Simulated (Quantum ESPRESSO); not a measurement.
# Gap and tunnelling decay at a withheld lattice constant: LiMgBr3, cubic perovskite type

**Set-up.** Quantum ESPRESSO 7.5 (pw.x, pwcond.x with ikind = 0), PBE, GBRV ultrasoft, cubic crystals. κ is the slowest decay along [001] at mid-gap among three points across the current.

```tsv
a (Å)	gap on the mesh (eV)	κ (1/Å)
4.821	2.612	0.292
4.975	2.808	0.280
5.128	2.954	0.263
5.436	2.474	0.232
```

**Question.** What are gap and κ at a = 5.282 Å?

By hand: A line through the rows at 5.128 and 5.436 Å gives a gap of 2.954 + 0.500 × (2.474 − 2.954) = 2.71 eV and κ = 0.247 1/Å. The two-band model κ = 0.5123 √(m* E_g/4) needs m* = 0.357 at 5.128 Å; with that mass and the new gap, κ = 0.252 1/Å.

**Check.** The gap is 2.806 eV and κ = 0.245 1/Å. The line misses the gap by −0.092 eV and κ by +1.0 %; the two-band estimate misses κ by +2.9 %.

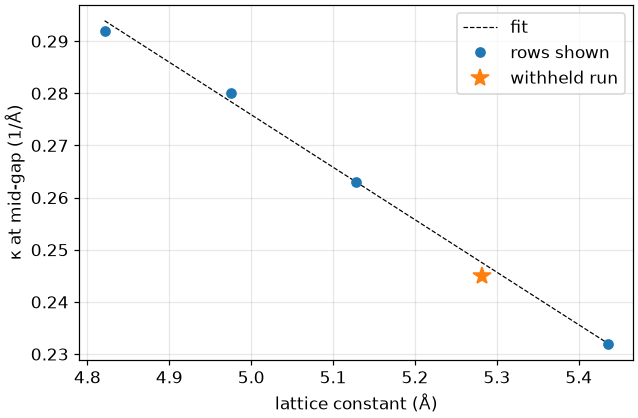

The rows shown, the fit and the withheld run.

Caveats: The structure type is imposed. Local and semilocal gaps and decay constants are too small; no spin-orbit coupling. For an indirect gap m* is a fitting number alone.

[Logs are printed without paths, hosts, clocks, repeated set-up lines and the standing remarks that a program may print on its own settings, such as how far it seeks lower states.]
